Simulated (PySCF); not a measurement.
# C$_{2}$H$_{6}$O$_{3}$S (SMILES COS(C)(=O)=O): what the fields show

```xyz
12

C     1.8467    0.3416   -0.7425
O     0.6151    0.6219   -0.0855
S    -0.4237   -0.6312   -0.0197
C    -1.7670    0.2465    0.7171
O     0.0886   -1.6179    0.9117
O    -0.7694   -1.0226   -1.3737
H     2.3686   -0.4937   -0.2502
H     2.4498    1.2533   -0.6567
H     1.6756    0.1027   -1.8031
H    -2.5785   -0.4839    0.8291
H    -2.0627    1.0598    0.0445
H    -1.4430    0.6227    1.6942
```

Geometry: PBE0-D3(BJ)/def2-SVP.

Computed with PySCF, PBE0/pcSseg-1, SCF density, gas phase, non-relativistic.

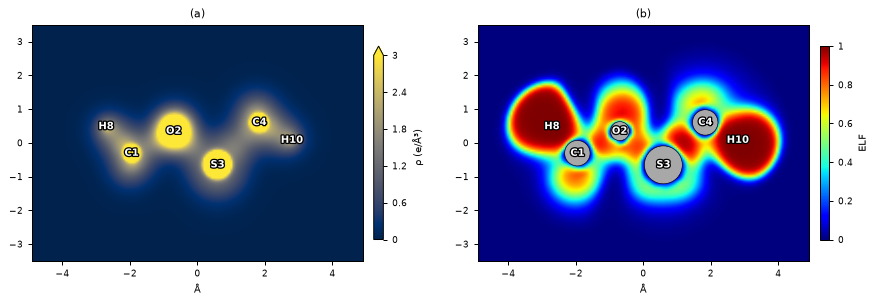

Figure 1. (a) total electron density; (b) electron localisation function on the plane of atoms S3, C4 and H10. Grey discs cover the atomic cores in the ELF map.

Q: What does the map show?

A:
- The plane passes through C, O, S and H nuclei.
- C–O (1.42 Å): ρ at the midpoint is about 1.9 e/Å³, with its minimum of 1.6 e/Å³ about 0.5 Å from C; the ELF peaks at about 0.90 between the atoms (a shared but strongly polarised pair).
- C–S (1.77 Å): the density is about 1.5 e/Å³ at the midpoint; the ELF peaks at about 0.95 between the atoms; a shared electron pair.
- C–H (1.10 Å): ρ is about 2 e/Å³ halfway; the ELF climbs to about 1 towards the hydrogen, as it does in any bond to H; an ordinary covalent bond to hydrogen.
- S–O (1.63 Å): the density is about 1.6 e/Å³ at the midpoint; the ELF peaks at about 0.85 between the atoms: a shared but strongly polarised pair.
- The ELF also peaks beside O2, away from the bonds: lone-pair regions.

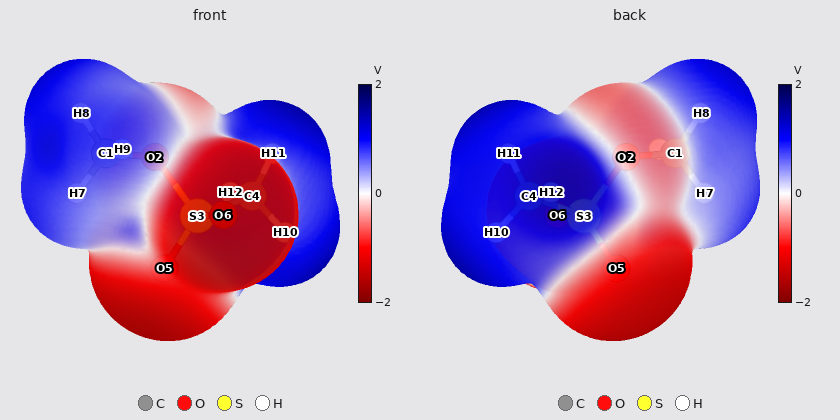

Figure 2. The molecular electrostatic potential painted on the density surface at 0.002 e/bohr³, seen from the front and from behind; red is negative and blue positive.

Q: Which sites attract a positive test charge, and which a negative one?

A: A positive charge is drawn to the negative regions and a negative charge to the positive ones. The most negative region (about −1.6 V) lies over O5 and O6, the most positive (about +1.4 V) over H10, H11 and H12.

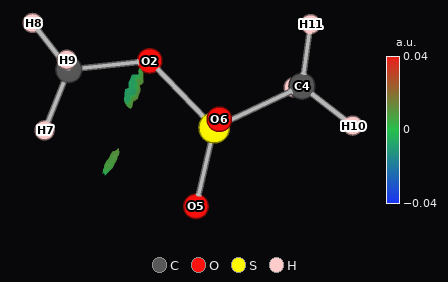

Figure 3. Non-covalent interaction (NCI) plot: the surface where the reduced density gradient is 0.6, for densities under 0.05 a.u., coloured by sign(λ₂)ρ; seen at a tilt.

Q: Which non-covalent interactions does the plot reveal?

A:
- Between H7 and C1 on one side and O5 and S3 on the other: a weak contact (green)
- Near H9, O6 and C1: mostly steric crowding (olive to red)
